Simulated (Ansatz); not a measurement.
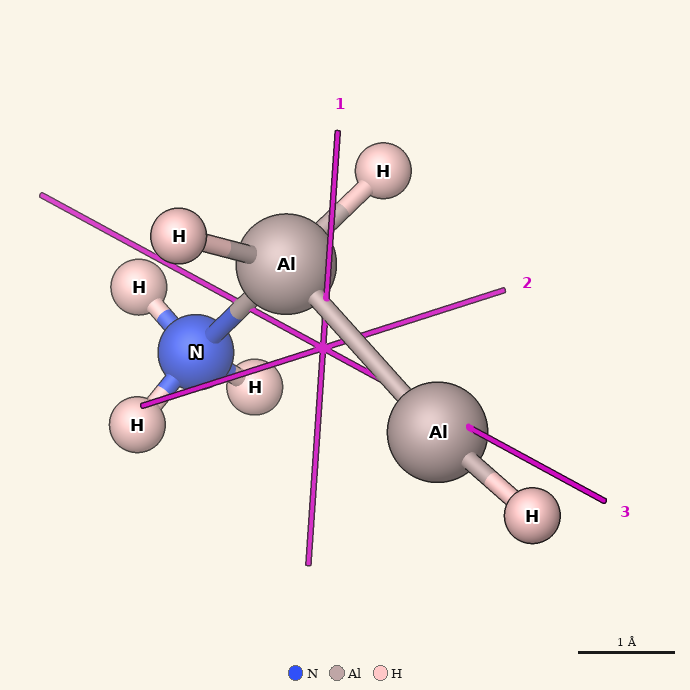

The three principal axes of inertia are drawn and numbered. Depth is shown by fading: the farther an atom, the more it takes the colour of the background. State: charge +1, singlet. The computed structure is the end point of a PBE0-D4/def2-TZVP optimisation. No frequency run is at hand to confirm it as a minimum. Masses are those of the most abundant isotopes; constants are for the rigid equilibrium geometry.

> Which line is the a axis (least moment of inertia), which b and which c?

a is line 3, b is line 1, c is line 2; the moments are 38.9, 191, 219 u Å².

> What kind of rotor is it, and what are its rotational constants in cm⁻¹?

An asymmetric top (Cs): A = 0.433, B = 0.0881, C = 0.0769 cm⁻¹. Ray's parameter κ is −0.94, close to the prolate limit.
